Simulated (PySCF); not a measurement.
# C3H5FO3: excited-state relaxation

What do calculations give for the excited-state relaxation of C3H5FO3 (`CO[C@H](F)C(=O)O`)?

Programs: PySCF 2.14.0, with routines of our own; each step states its level. All values are computed. Atoms count from 0.

### 1 The starting structure

12 atoms, charge 0, multiplicity 1; geometry from: GFN2-xTB.

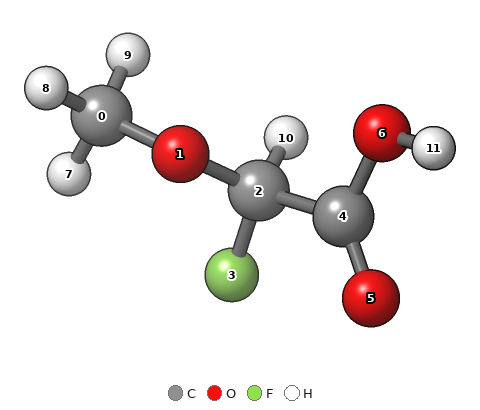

The starting geometry (carbon grey, oxygen red, fluorine green, hydrogen white).

### 2 Relaxing the molecule at PBE0/def2-SVP

The job: settings as JSON, then the geometry in Å.

```
{"job": {"xc": "PBE0", "basis": "def2-SVP", "grid": 1, "kind": "geom"}, "charge": 0, "multiplicity": 1}
C     -1.764164     0.881144     0.039756
O     -0.479817     0.509584     0.517910
C      0.090278    -0.531860    -0.157775
F     -0.602751    -1.702937     0.061893
C      1.534835    -0.700323     0.341744
O      1.943217    -1.607338     0.998797
O      2.273142     0.321432    -0.080159
H     -2.474869     0.059401     0.154731
H     -2.074091     1.726255     0.648687
H     -1.712535     1.176908    -1.013058
H      0.087105    -0.387824    -1.255869
H      3.180848     0.254873     0.261446
```

Launch:

```
$ OMP_NUM_THREADS=1 python excited_run.py task.json out
```

The driver reads the jobs from task.json and runs them one after another.

Output:

```text
step   0  E = -442.03723466  max force = 0.012607
step   1  E = -442.03753245  max force = 0.007885
step   2  E = -442.03805777  max force = 0.002808
step   3  E = -442.03810007  max force = 0.002446
step   4  E = -442.03819001  max force = 0.000805
step   5  E = -442.03822412  max force = 0.000561
step   6  E = -442.03829725  max force = 0.001110
step   7  E = -442.03831649  max force = 0.000626
step   8  E = -442.03832842  max force = 0.000319
optimisation converged
```

Run time: 39 s. Hardware: 1 thread of Arm Neoverse V1, shared host; peak memory 0.54 GiB.

Along the way:

```tsv
step	energy from step 0 (eV)	largest force component (eV/Å)
0	0.0000	0.6483
1	-0.0081	0.4055
2	-0.0224	0.1444
3	-0.0235	0.1258
4	-0.0260	0.0414
5	-0.0269	0.0288
6	-0.0289	0.0571
7	-0.0294	0.0322
8	-0.0298	0.0164
```

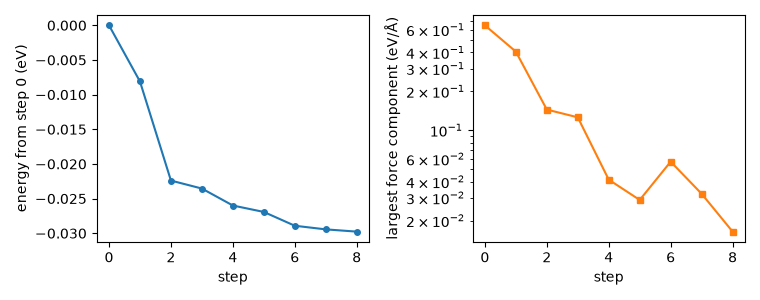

Energy and largest force along the relaxation.

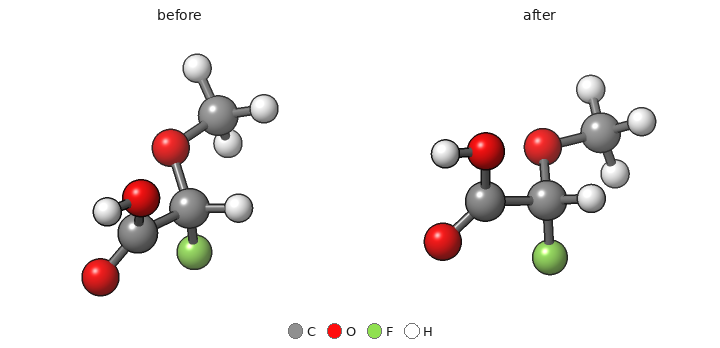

Before and after, at one scale.

Close pairs (by a distance rule), those that changed most:

```tsv
bond	before (Å)	after (Å)	change (Å)
C2–F3	1.378	1.361	-0.018
C0–O1	1.420	1.408	-0.011
C0–H9	1.095	1.106	+0.011
C0–H8	1.087	1.097	+0.010
C2–C4	1.538	1.528	-0.010
C0–H7	1.093	1.102	+0.009
C4–O6	1.329	1.334	+0.005
O1–C2	1.366	1.362	-0.004
```

The next job starts from the end point, and lists it.

```tsv
at the end point	value
point group (found at 0.08 Å tolerance)	C1
rotational constants (GHz, main isotopes)	4.574, 2.007, 1.524
dipole moment (D)	3.06
```

### 3 Excited-state relaxation: TDA PBE0/def2-SVP

The job: settings as JSON, then the geometry in Å.

```
{"job": {"kind": "xopt", "state": "S1", "method": "TDA", "freq": false, "xc": "PBE0", "basis": "def2-SVP", "grid": 1}, "charge": 0, "multiplicity": 1}
C     -1.882037     0.339515    -0.346266
O     -0.692275     0.288631     0.405894
C      0.285407    -0.494936    -0.129328
F     -0.025332    -1.816917    -0.042264
C      1.566639    -0.239660     0.663263
O      2.098208    -1.036460     1.378620
O      2.015412     0.995452     0.434406
H     -2.335566    -0.659234    -0.451361
H     -2.578396     0.994574     0.192040
H     -1.698345     0.760216    -1.352108
H      0.454269    -0.266732    -1.202952
H      2.814296     1.109070     0.972771
```

Method: TDA PBE0/def2-SVP excited-state geometry optimisation, gas phase.

Output:

```text
final grid: 48744 points
cycle   1  E = -441.8060049048  dE =  1.212e+00  |g| = 1.117e+00  |ddm| = 3.611e+00
cycle   2  E = -441.3243107335  dE =  4.817e-01  |g| = 1.961e+00  |ddm| = 2.507e+00
cycle   3  E = -442.0180914882  dE = -6.938e-01  |g| = 3.227e-01  |ddm| = 1.780e+00
cycle   4  E = -442.0363416486  dE = -1.825e-02  |g| = 1.034e-01  |ddm| = 3.062e-01
cycle   5  E = -442.0382609549  dE = -1.919e-03  |g| = 1.737e-02  |ddm| = 8.167e-02
cycle   6  E = -442.0383248456  dE = -6.389e-05  |g| = 4.341e-03  |ddm| = 1.903e-02
cycle   7  E = -442.0383280755  dE = -3.230e-06  |g| = 1.368e-03  |ddm| = 4.547e-03
cycle   8  E = -442.0383283900  dE = -3.145e-07  |g| = 3.622e-04  |ddm| = 1.336e-03
cycle   9  E = -442.0383284155  dE = -2.554e-08  |g| = 7.404e-05  |ddm| = 4.423e-04
cycle  10  E = -442.0383284165  dE = -9.520e-10  |g| = 3.593e-05  |ddm| = 9.173e-05
cycle  11  E = -442.0383284167  dE = -2.512e-10  |g| = 8.317e-06  |ddm| = 3.120e-05
converged SCF energy = -442.0383284167

vertical S1 at the ground-state geometry: 5.8239 eV
step    E(state)/Eh    max force   excitation/eV  root
  0    -441.82166242   0.121579     5.8612      1
  1    -441.84665019   0.024968     4.5983      1
  2    -441.84869019   0.017720     4.4814      1
  3    -441.85026512   0.009325     4.3070      1
  4    -441.80427287   0.097193     2.0732      1
  5    -441.84817219   0.041587     3.3626      1
  6    -441.85256605   0.021238     3.6645      1
  7    -441.85355575   0.017847     3.7873      1
  8    -441.85485494   0.011630     3.7604      1
  9    -441.85605124   0.008395     3.3708      1
 10    -441.85677476   0.003829     3.4985      1
 11    -441.85752506   0.003842     3.4197      1
 12    -441.85866303   0.003534     3.1598      1
 13    -441.85877150   0.002528     3.1600      1
 14    -441.85883871   0.001558     3.2198      1
 15    -441.85887930   0.001397     3.2639      1
 16    -441.85889718   0.001392     3.3033      1
 17    -441.85890719   0.001752     3.3151      1
 18    -441.85890989   0.001741     3.3162      1
 19    -441.85891451   0.001354     3.3114      1
 20    -441.85891838   0.000479     3.3150      1
 21    -441.85891946   0.000513     3.3188      1
 22    -441.85891952   0.000527     3.3200      1
 23    -441.85891953   0.000370     3.3193      1
optimisation converged
vertical emission 3.3193 eV, adiabatic 4.8820 eV, Stokes shift 2.5047 eV, reorganisation 0.9420 (excited) and 1.5627 eV (ground)
in cyclohexane: absorption 5.8658 eV (f = 0.0021, root 1), emission 3.3804 eV (f = 0.0022, root 1)
in methanol: absorption 5.9319 eV (f = 0.0020, root 1), emission 3.4740 eV (f = 0.0027, root 1)
```

Run time: 3.9 min. Hardware: 1 thread of Arm Neoverse V1, shared host; peak memory 0.73 GiB.

In short:

```tsv
quantity	value
vertical absorption, S1	5.82 eV
adiabatic energy, S1	4.88 eV
vertical emission, S1	3.32 eV
Stokes shift, S1	2.50 eV
geometry moved (RMSD), S1	0.351 Å
```

Bonds of the start that changed most:

```tsv
bond	start (Å)	end (Å)
C4–O5	1.196	1.315
C4–O6	1.334	1.367
C2–C4	1.528	1.501
C2–F3	1.361	1.373
C2–H10	1.111	1.117
O1–C2	1.363	1.357
```

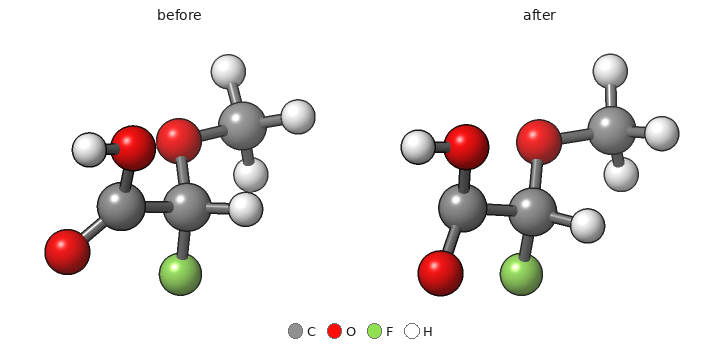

Before and after.

### 4 Excited-state relaxation: UKS PBE0/def2-SVP

Settings changed since step 3:

```diff
@@ -1,2 +1,2 @@
-{"job": {"kind": "xopt", "state": "S1", "method": "TDA", "freq": false, "xc": "PBE0", "basis": "def2-SVP", "grid": 1}, "charge": 0, "multiplicity": 1}
+{"job": {"kind": "xopt", "state": "T1", "method": "UKS", "freq": false, "xc": "PBE0", "basis": "def2-SVP", "grid": 1}, "charge": 0, "multiplicity": 1}
 C     -1.882037     0.339515    -0.346266
```

Level: UKS PBE0/def2-SVP excited-state geometry optimisation, gas phase.

Output:

```text
final grid: 48744 points
cycle   1  E = -441.8060049048  dE =  1.212e+00  |g| = 1.117e+00  |ddm| = 3.611e+00
cycle   2  E = -441.3243107335  dE =  4.817e-01  |g| = 1.961e+00  |ddm| = 2.507e+00
cycle   3  E = -442.0180914882  dE = -6.938e-01  |g| = 3.227e-01  |ddm| = 1.780e+00
cycle   4  E = -442.0363416486  dE = -1.825e-02  |g| = 1.034e-01  |ddm| = 3.062e-01
cycle   5  E = -442.0382609549  dE = -1.919e-03  |g| = 1.737e-02  |ddm| = 8.167e-02
cycle   6  E = -442.0383248456  dE = -6.389e-05  |g| = 4.341e-03  |ddm| = 1.903e-02
cycle   7  E = -442.0383280755  dE = -3.230e-06  |g| = 1.368e-03  |ddm| = 4.547e-03
cycle   8  E = -442.0383283900  dE = -3.145e-07  |g| = 3.622e-04  |ddm| = 1.336e-03
cycle   9  E = -442.0383284155  dE = -2.554e-08  |g| = 7.404e-05  |ddm| = 4.423e-04
cycle  10  E = -442.0383284165  dE = -9.520e-10  |g| = 3.593e-05  |ddm| = 9.173e-05
cycle  11  E = -442.0383284167  dE = -2.512e-10  |g| = 8.317e-06  |ddm| = 3.120e-05
converged SCF energy = -442.0383284167

vertical T1 at the ground-state geometry: 5.2088 eV
step    E(state)/Eh    max force   <S^2>
  0    -441.84422728   0.119723    2.0057
  1    -441.87025471   0.031772    2.0059
  2    -441.87341978   0.023311    2.0058
  3    -441.87926911   0.016021    2.0052
  4    -441.78034152   0.144421    2.0062
  5    -441.86985066   0.053943    2.0049
  6    -441.88044841   0.026077    2.0049
  7    -441.88231193   0.018821    2.0051
  8    -441.88445285   0.014892    2.0051
  9    -441.88588304   0.012656    2.0051
 10    -441.88671685   0.004977    2.0052
 11    -441.88733599   0.003582    2.0053
 12    -441.88751380   0.004258    2.0054
 13    -441.88760580   0.002979    2.0054
 14    -441.88765432   0.001300    2.0054
 15    -441.88769200   0.001429    2.0053
 16    -441.88770543   0.001588    2.0053
 17    -441.88772772   0.001323    2.0053
 18    -441.88773453   0.000755    2.0053
 19    -441.88773792   0.000338    2.0054
optimisation converged
vertical emission 2.0845 eV, adiabatic 4.0978 eV, Stokes shift 3.1243 eV, reorganisation 1.1110 (excited) and 2.0133 eV (ground)
```

It took 3 min on 1 thread of Arm Neoverse V1, shared host; peak memory 0.56 GiB.

In short:

```tsv
quantity	value
vertical gap at the ground-state geometry, T1	5.21 eV
adiabatic energy, T1	4.10 eV
vertical gap at the relaxed geometry, T1	2.08 eV
difference of the two gaps, T1	3.12 eV
geometry moved (RMSD), T1	0.343 Å
```

Bonds of the start that changed most:

```tsv
bond	start (Å)	end (Å)
C4–O5	1.196	1.338
C4–O6	1.334	1.366
C2–C4	1.528	1.506
C2–F3	1.361	1.375
O1–C2	1.363	1.357
C2–H10	1.111	1.115
```

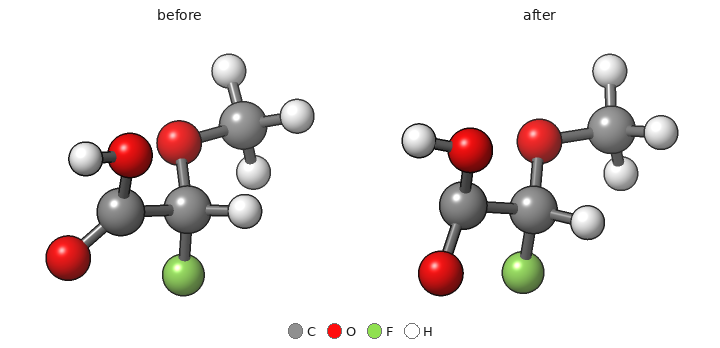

Before and after.

### 5 What came out

| quantity | value |
| --- | --- |
| point group | C1 |
| rotational constants (main isotopes) | 4.57, 2.01, 1.52 GHz |
| vertical absorption, S1 (step 3, TDA PBE0/def2-SVP) | 5.82 eV |
| adiabatic energy, S1 (step 3, TDA PBE0/def2-SVP) | 4.88 eV |
| vertical emission, S1 (step 3, TDA PBE0/def2-SVP) | 3.32 eV |
| Stokes shift, S1 (step 3, TDA PBE0/def2-SVP) | 2.50 eV |
| vertical gap at the ground-state geometry, T1 (step 4, UKS PBE0/def2-SVP) | 5.21 eV |
| adiabatic energy, T1 (step 4, UKS PBE0/def2-SVP) | 4.10 eV |
| vertical gap at the relaxed geometry, T1 (step 4, UKS PBE0/def2-SVP) | 2.08 eV |
| difference of the two gaps, T1 (step 4, UKS PBE0/def2-SVP) | 3.12 eV |

**Reading.** The optimisation took 8 steps and gained 0.030 eV; among the close pairs (by a distance rule), C2–F3 changed most, from 1.378 to 1.361 Å. No frequency check was run at this level, so the end point may be a saddle. In step 3 the harmonic model is doubtful. Where no frequencies were run, the relaxed excited state may be a saddle. In step 3 (excited-state relaxation), among the bonds C4–O5 changes most, from 1.196 to 1.315 Å. The atoms move far more than that, so angles or torsions carry the main change. In step 4 (excited-state relaxation), among the bonds C4–O5 changes most, from 1.196 to 1.338 Å. ΔSCF (UKS) and response values aren't on one footing and may follow different states, so their differences aren't method errors alone, and singlets and triplets from the two don't rank.
